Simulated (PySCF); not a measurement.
Input

```
{"job": {"kind": "uv", "xc": "CAM-B3LYP", "basis": "def2-SVPD", "nstates": 8, "ntriplets": 3}, "charge": 0, "multiplicity": 1}
C     -0.249334     1.457857    -0.032007
C      0.053163     0.008441    -0.385990
C      1.389828    -0.485768     0.149635
F      0.053178    -0.120081    -1.766208
C     -1.083103    -0.900838     0.123686
F     -2.280185    -0.546998    -0.351699
F     -1.168352    -0.842201     1.463694
F     -0.898205    -2.185218    -0.192897
H     -1.195797     1.759012    -0.475626
H      0.539783     2.093124    -0.424847
H     -0.304465     1.573765     1.046627
H      1.392195    -0.447146     1.235238
H      1.564970    -1.509305    -0.174534
H      2.185646     0.144881    -0.237240
```

Launched as:

```sh
OMP_NUM_THREADS=1 python probes_run.py task.json out
```

Geometry: GFN2-xTB.

The calculation used CAM-B3LYP/def2-SVPD, SCF density, gas phase (PySCF 2.14.0).

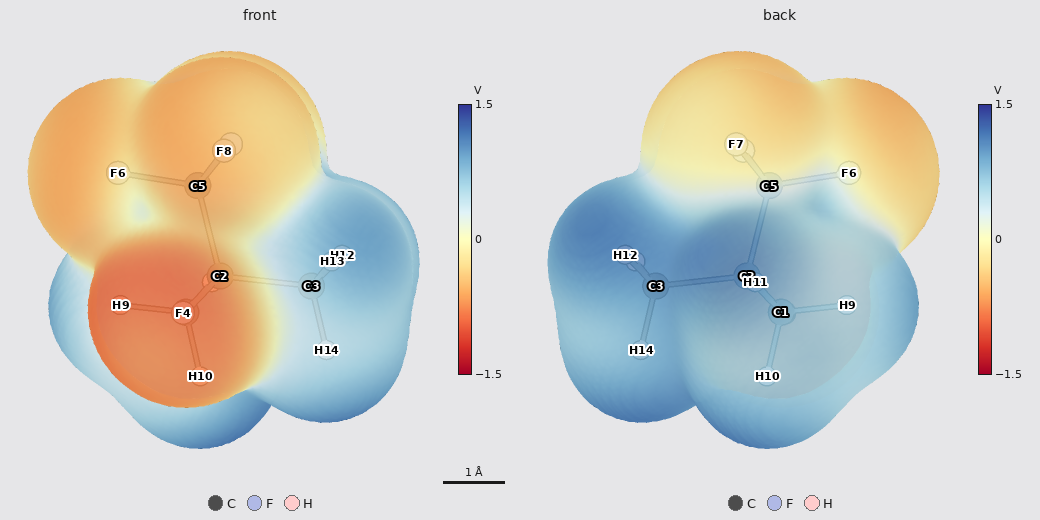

C4H6F4. The electrostatic potential painted on the density surface at 0.002 e/bohr³, seen from the front and from behind; the colour scale runs from red (negative) to blue (positive).

Question: Which sites attract a positive test charge, and which a negative one?

Answer: A positive charge is drawn to the negative regions and a negative charge to the positive ones. The most negative region (about −0.9 V, or −21 kcal/mol for a unit charge) lies over F4, the most positive (about +1.1 V, or +25 kcal/mol for a unit charge) over H10, H11, H12 and H14.

Question: How polar is the molecule by this calculation?

Answer: Its dipole moment is 2.75 D.
